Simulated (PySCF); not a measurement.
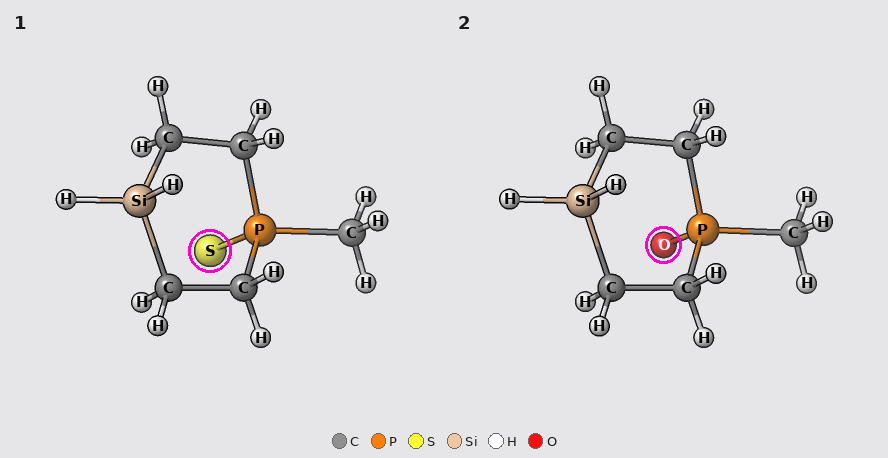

2 molecules with one skeleton, seen from the same side and at one scale; the atom that differs is circled. Each species is neutral and a spin singlet. Computed geometries: GFN2-xTB optimisations, one conformation each. Properties computed with PySCF 2.14.0.

One atom differs, called X below: S in panel 1, O in panel 2. Their formulas are C5H13PSSi (`CP1(=S)CC[SiH2]CC1`), C5H13OPSi (`CP1(=O)CC[SiH2]CC1`).

**In which is the HOMO energy (Kohn–Sham orbital) higher (PBE0/pcSseg-1)?**

In panel 1 (X = S).

**In which is the GIAO shielding of the P bonded to X larger (PBE0/pcSseg-1)?**

In panel 2 (X = O).

Give the values. With GFN2-xTB: length of X–P (Å), mean angle X–P–C (°). With PBE0/pcSseg-1: dipole moment (D), HOMO energy (Kohn–Sham orbital) (eV), HOMO–LUMO gap (eV), Hirshfeld charge of X (e), GIAO shielding of the P bonded to X (ppm).

```tsv
quantity	1 (S)	2 (O)	2 − 1
length of X–P (Å)	1.939	1.469	−0.470
mean angle X–P–C (°)	114.5	113.3	−1.2
dipole moment (D)	4.22	3.50	−0.72
HOMO energy (Kohn–Sham orbital) (eV)	−6.41	−7.39	−0.98
HOMO–LUMO gap (eV)	7.10	8.18	+1.08
Hirshfeld charge of X (e)	−0.32	−0.40	−0.08
GIAO shielding of the P bonded to X (ppm)	299.4	312.4	+13.0
```

The geometry is semi-empirical. Around P, Si such bond lengths and angles can be off by a tenth of an ångström or more and by several degrees, and values that hang on the shape move with them.
